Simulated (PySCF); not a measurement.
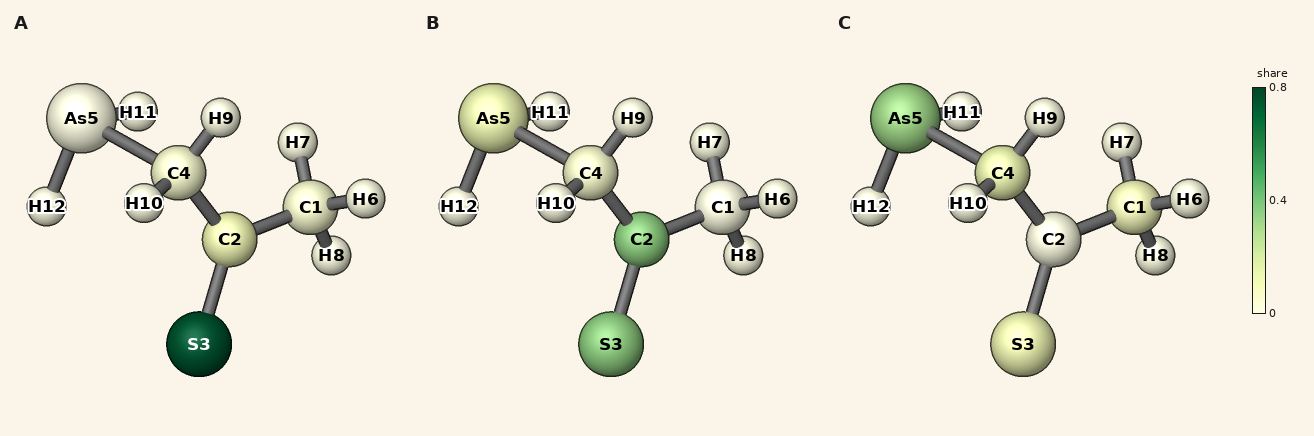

Each panel colours the atoms by their Löwdin share in one orbital (up to four of the largest shares; other atoms are shown as zero). The computed structure is the end point of a GFN2-xTB optimisation. No frequency run is at hand to confirm it as a minimum. Level of theory: ωB97X-D/def2-SVPD (PySCF 2.14.0).

### The panels show the HOMO, LUMO, LUMO+1, in some order. Which is which?

A: HOMO, −8.14 eV; S3 0.76, C2 0.11, C1 0.04, C4 0.04
B: LUMO, −0.38 eV; S3 0.35, C2 0.35, As5 0.12, C4 0.05
C: LUMO+1, 1.66 eV; As5 0.32, C4 0.12, S3 0.11, C1 0.09

The geometry is semi-empirical. Around As such bond lengths and angles can be off by a tenth of an ångström or more and by several degrees, and values that hang on the shape move with them.
